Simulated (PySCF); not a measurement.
# F2H8Si4: what the fields show

```xyz
14

F    -1.8398    1.4899   -0.6075
Si   -2.5686    0.1771    0.0100
Si   -0.8448   -1.2845    0.4650
Si    1.1541   -0.6729   -0.5671
F     2.1883   -1.9073   -0.3027
Si    2.2423    1.2654    0.0804
H    -3.3163    0.7325    1.1328
H    -3.5177   -0.1776   -1.0402
H    -1.2845   -2.6482    0.1198
H    -0.6638   -1.3586    1.9287
H     1.0230   -0.7963   -2.0269
H     2.3987    1.3298    1.5386
H     3.5831    1.4276   -0.4903
H     1.4452    2.4227   -0.3276
```

Geometry: GFN2-xTB.

All numbers below come from CAM-B3LYP/def2-SVPD, SCF density, gas phase in PySCF.

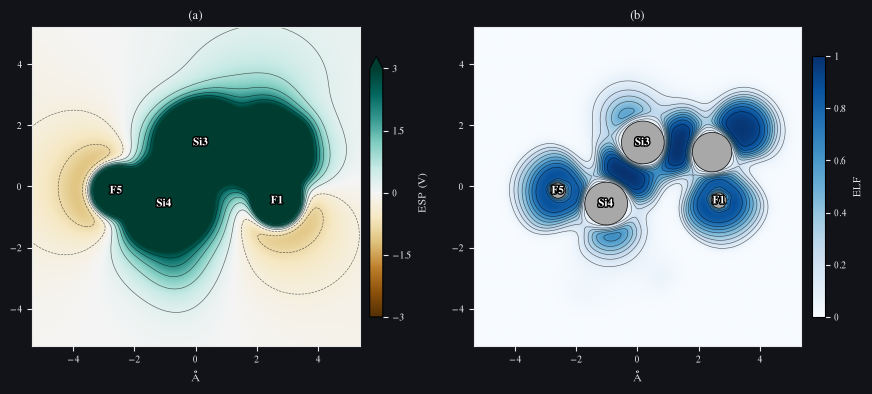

Figure 1. (a) molecular electrostatic potential; (b) ELF on the plane of atoms Si3, Si4 and F5. Grey discs cover the atomic cores in the ELF map.

### Describe what can be read from this map.

The section cuts through F and Si sites.
Si–F (1.63 Å): the ELF peaks at about 0.85 in the valence shell of F, 0.6 Å from its nucleus, and is about 0.50 at the midpoint.
Si–Si (2.33 Å): the ELF peaks at about 1 between the atoms; localised, covalent bonding.
The ELF also peaks beside F5 and F1, away from the bonds: lone-pair regions.
Outside the dense part of the molecule the potential is most negative (−1.1 V) near F5.

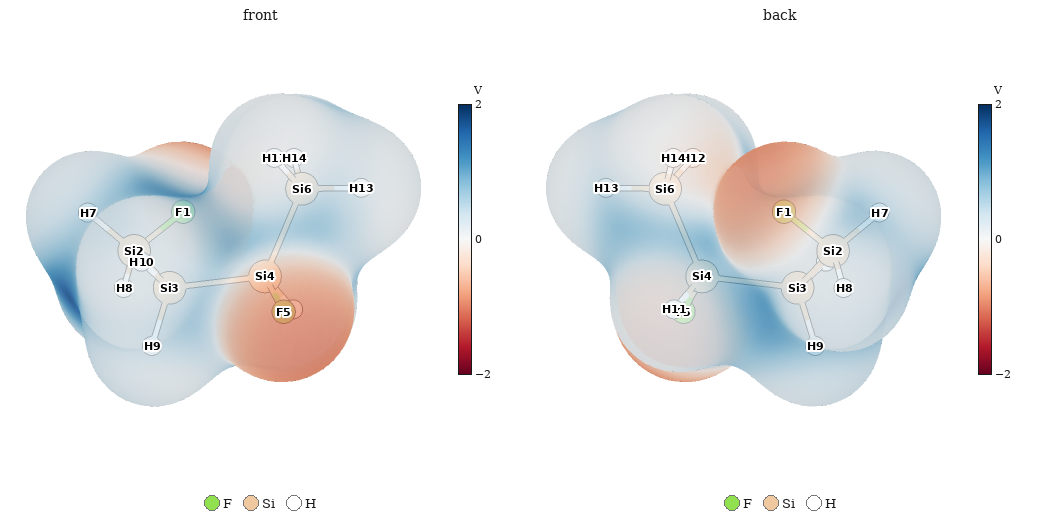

Figure 2. The molecular electrostatic potential painted on the density surface at 0.001 e/bohr³, seen from the front and from behind; red is negative and blue positive.

### Which sites attract a positive test charge, and which a negative one?

A positive charge is drawn to the negative regions and a negative charge to the positive ones. The most negative region (about −1.0 V, or −23 kcal/mol for a unit charge) lies over F5, the most positive (about +1.6 V, or +37 kcal/mol for a unit charge) over Si2.

### How polar is the molecule by this calculation?

Its dipole moment is 1.33 D.
